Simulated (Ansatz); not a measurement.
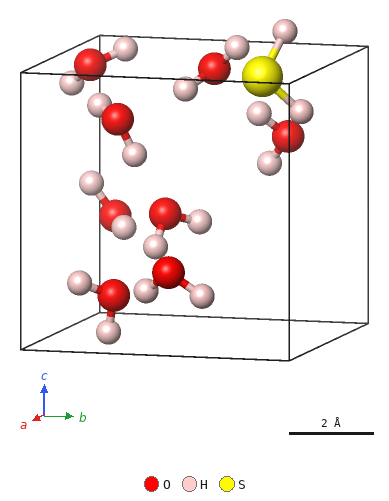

Starting frame of a dynamics run of a periodic cell with 8 H2O + 1 SH2 at 0.986 g/cm³. It starts from the last geometry of an earlier run, with fresh velocities. Style: ball-and-stick. Shown: the simulation cell, slightly off an axis.

Theory: Ansatz 0.2.0, DFT r2SCAN-D3(BJ), scalar-relativistic, plane waves, PAW.

Input file:
```yaml
accuracy: low
crystal:
  lattice:
    - [6.69433, 0.0, 0.0]
    - [0.0, 6.69433, 0.0]
    - [0.0, 0.0, 6.69433]
  atoms:
    - { symbol: O, position: [0.99869175, 0.55014927, 0.30043626] }
    - { symbol: H, position: [0.96690575, 0.6660895, 0.21540149] }
    - { symbol: H, position: [0.93192274, 0.44683918, 0.22159507] }
    - { symbol: O, position: [0.39155973, 0.35903613, 0.42305439] }
    - { symbol: H, position: [0.49270452, 0.35261152, 0.31756753] }
    - { symbol: H, position: [0.29134924, 0.45750188, 0.38477995] }
    - { symbol: O, position: [0.03430589, 0.06781973, 0.35564861] }
    - { symbol: H, position: [0.16386185, 0.13811877, 0.33499397] }
    - { symbol: H, position: [0.06694272, -0.01124983, 0.47539939] }
    - { symbol: O, position: [0.5264931, 0.22136709, 0.7771336] }
    - { symbol: H, position: [0.42185586, 0.12388993, 0.80968953] }
    - { symbol: H, position: [0.48917871, 0.27358171, 0.6464933] }
    - { symbol: O, position: [0.30696796, 0.5173526, -0.05826891] }
    - { symbol: H, position: [0.36471567, 0.61846264, 0.02978994] }
    - { symbol: H, position: [0.42354652, 0.44365565, -0.11887948] }
    - { symbol: O, position: [1.06952008, 0.72194816, 0.67360775] }
    - { symbol: H, position: [1.02303895, 0.6388262, 0.5670404] }
    - { symbol: H, position: [1.14987511, 0.63783537, 0.76326834] }
    - { symbol: O, position: [0.71715696, 0.26305835, 0.16880175] }
    - { symbol: H, position: [0.68755601, 0.23510782, 0.03146225] }
    - { symbol: H, position: [0.80782797, 0.16277051, 0.22178383] }
    - { symbol: O, position: [0.20679689, 0.02554451, 0.92285402] }
    - { symbol: H, position: [0.11964462, 0.13072425, 0.97215036] }
    - { symbol: H, position: [0.12905437, -0.06642587, 0.84301186] }
    - { symbol: S, position: [0.69615802, 0.81076687, 0.97758029] }
    - { symbol: H, position: [0.56551251, 0.85633056, 1.12465977] }
    - { symbol: H, position: [0.61652932, 0.93166172, 0.84488513] }
basis:
  ecutwfc: 500.0
kpoints:
  mp_grid: { grid: [1, 1, 1] }
hamiltonian:
  xc: r2scan
  dispersion: d3bj
scf:
  occupations: { method: fermi_dirac, width: 0.05 }
  lower_state_search: "off"
  max_iter: 66
md:
  timestep: 0.75
  n_steps: 110
  ensemble: nvt_langevin
  temperature: 300.0
  initial_velocities: maxwell_boltzmann
  seed: 619364
  friction: 1.0
  masses: [{ species: H, mass: 2.014 }]
```

Command:
```bash
ansatz run input.yaml --threads 1 --pin off --max-ram 3072MiB --backend cpu --events-out ev --progress --plain --runs-dir out
```

Predict how the run goes.

The mean temperature in the second half is 290 K (standard deviation 42 K). The potential energy in the second half lies on average 9.1 meV per atom above the first frame. In the second half of the run the atoms are, in the root-mean-square, this far from where they began (common drift taken out): H 0.17 Å, O 0.09 Å, S 0.07 Å. The heavy atoms stay within a fraction of a molecule's size of their starting places; so short a run doesn't tell a liquid from a solid. The friction is so strong that the slow modes are overdamped, and the motion no longer resembles free dynamics.

Along the run (each row but the first and the last is the mean over the interval that it begins):

| time (fs) | potential energy (meV/atom) | T (K) |
| --- | --- | --- |
| 0.0 | 0.0 | 289 |
| 13.5 | 9.5 | 313 |
| 27.0 | 8.5 | 310 |
| 40.5 | 10.6 | 292 |
| 54.0 | 9.0 | 303 |
| 67.5 | 7.1 | 276 |
| 81.0 | 13.6 | 227 |

The paths of the atoms, magnified 2 times:

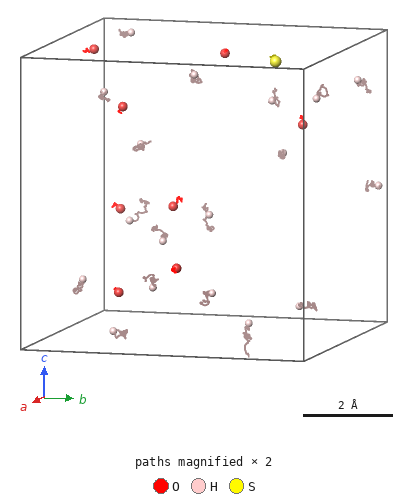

Limits of the set-up: the program's low-accuracy preset was used; masses were changed (H 2.014 u), which shifts the vibrations; the periodic images lie only 6.7 Å apart, so the values are limited by the cell's size.

The run took 27 min on 1 thread of Arm Neoverse V1, on a shared host, peak memory 0.6 GiB.
